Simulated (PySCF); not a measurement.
Breaking a bond: AuH, singlet.

Computed with: UHF/def2-SVP, def2 effective core potentials past Kr (PySCF); RKS-M06-2X = PySCF 2.14.0 with restricted M06-2X/def2-SVP, def2 effective core potentials past Kr; RHF/def2-SVP, def2 effective core potentials past Kr (PySCF).

Magnitude of the dipole moment (D; its direction can reverse along the curve, and a method can change to another solution) and Mulliken charge of the fragment that holds Au1:

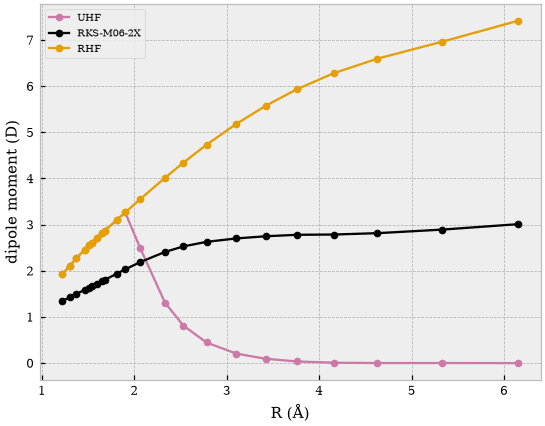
Figure. Dipole moment against bond length.

```
R / Å  μ UHF  q UHF  μ RKS-M06-2X  q RKS-M06-2X  μ RHF  q RHF
-----  -----  -----  ------------  ------------  -----  -----
1.22    1.93   0.17          1.34          0.07   1.93   0.17
1.30    2.11   0.16          1.43          0.05   2.11   0.16
1.37    2.27   0.15          1.50          0.04   2.27   0.15
1.46    2.45   0.14          1.59          0.02   2.45   0.14
1.51    2.55   0.14          1.63          0.02   2.55   0.14
1.54    2.61   0.13          1.66          0.02   2.61   0.13
1.59    2.71   0.13          1.71          0.01   2.71   0.13
1.65    2.82   0.12          1.77          0.01   2.82   0.12
1.68    2.87   0.12          1.80          0.01   2.87   0.12
1.81    3.11   0.11          1.94          0.01   3.11   0.11
1.90    3.26   0.11          2.03          0.01   3.26   0.11
2.06    2.50   0.07          2.19          0.02   3.55   0.11
2.33    1.31   0.02          2.41          0.04   4.01   0.12
2.53    0.81   0.01          2.53          0.05   4.34   0.13
2.78    0.45   0.00          2.63          0.06   4.73   0.15
3.10    0.21   0.00          2.70          0.07   5.18   0.17
3.42    0.09   0.00          2.75          0.07   5.57   0.20
3.76    0.04   0.00          2.78          0.08   5.94   0.21
4.16    0.01   0.00          2.79          0.08   6.28   0.23
4.63    0.00   0.00          2.82          0.09   6.60   0.23
5.33    0.00   0.00          2.89          0.09   6.96   0.24
6.15    0.00   0.00          3.01          0.09   7.42   0.24
```

The unrestricted determinant behind UHF is spin-contaminated at 2.06 to 6.15 Å (<S²> up to 1.0, against 0.00 for a pure singlet). The restricted form behind RKS-M06-2X, RHF keeps the bonding electrons paired and can't separate into open-shell fragments.
